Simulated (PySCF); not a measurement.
**C7H7F: density, localisation and related maps**

```xyz
15

C     2.6413   -0.3120    1.2113
C     1.7635   -0.1465    0.4155
C     0.6739    0.0599   -0.5237
C    -0.4225   -1.0202   -0.3924
C    -1.5201   -0.3922    0.4867
C    -1.2670    1.0818    0.3825
C    -0.0879    1.3110   -0.1658
F     0.4649    2.5120   -0.3937
H     3.4196   -0.4620    1.8982
H     1.0897    0.1134   -1.5352
H    -0.0271   -1.9392    0.0363
H    -0.8250   -1.2478   -1.3796
H    -1.4267   -0.7112    1.5283
H    -2.5206   -0.6610    0.1465
H    -1.9605    1.8220    0.7359
```

Geometry: GFN2-xTB.

The calculation used PySCF 2.14.0, PBE0/def2-SVPD, SCF density, gas phase.

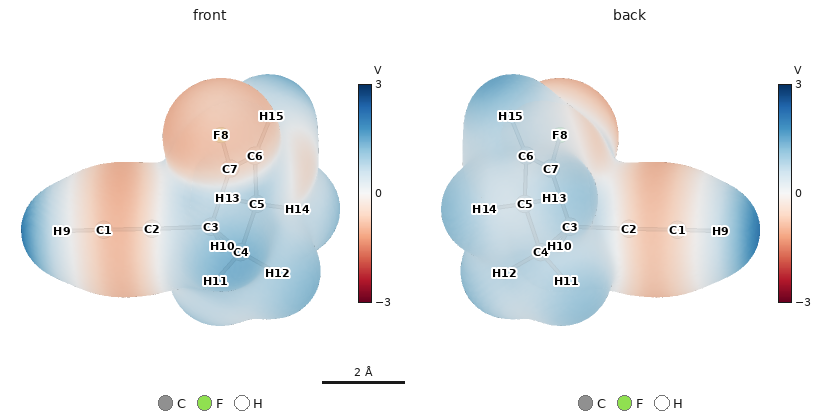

Figure 1. The molecular electrostatic potential painted on the density surface at 0.004 e/bohr³, seen from the front and from behind; red is negative and blue positive.

### Describe the electrostatic potential map.

The most negative region (about −1.0 V) lies over C1, C2 and F8, the most positive (about +2.0 V) over H9.

### How polar is the molecule by this calculation?

Its dipole moment is 1.96 D.

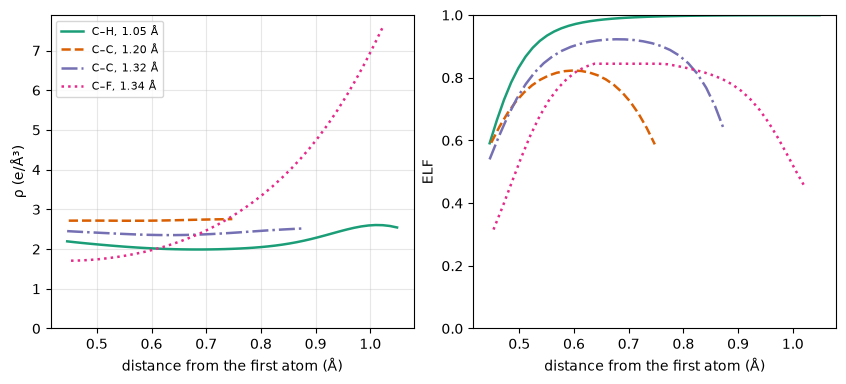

Figure 2. Total electron density and electron localisation function along straight lines between neighbouring atoms. The curves leave out the atomic cores.

### What can be read from the curves?

C–H (1.05 Å): ρ at the midpoint is about 2.1 e/Å³; the ELF climbs to about 1 towards the hydrogen, as it does in any bond to H; a covalent bond by its length.
C–C (1.20 Å): the density is about 2.7 e/Å³ at the midpoint; the ELF peaks at about 0.80 between the atoms; a short, multiple covalent bond.
C–C (1.32 Å): ρ at the midpoint is about 2.4 e/Å³; the ELF peaks at about 0.90 between the atoms; a short, multiple covalent bond.
C–F (1.34 Å): the density is about 2.3 e/Å³ at the midpoint; the ELF peaks at about 0.85 between the atoms, as expected for a polar covalent bond.
